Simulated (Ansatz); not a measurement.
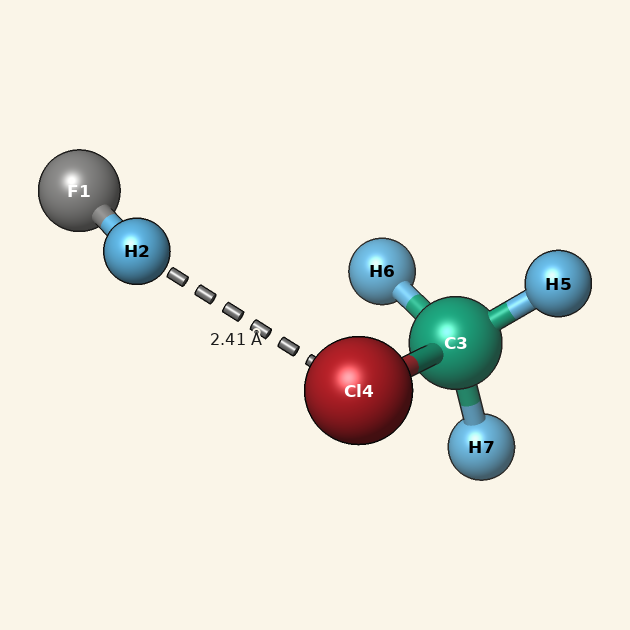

Two molecules or ions; the broken line marks their closest contact (measured against van der Waals radii). Geometry: a pair of rigid molecules at a changed separation. Program: Ansatz 0.2.0.

**Which two species are they?**

HF and CH3Cl (`CCl.F`).

Give the counterpoise-corrected interaction energy (kJ/mol, monomers kept as in the pair) with RHF-CCSD(T) (frozen core)/def2-TZVPPD.

```json
{"level": "RHF-CCSD(T) (frozen core)/def2-TZVPPD", "interaction energy (kJ/mol)": "−17.2"}
```
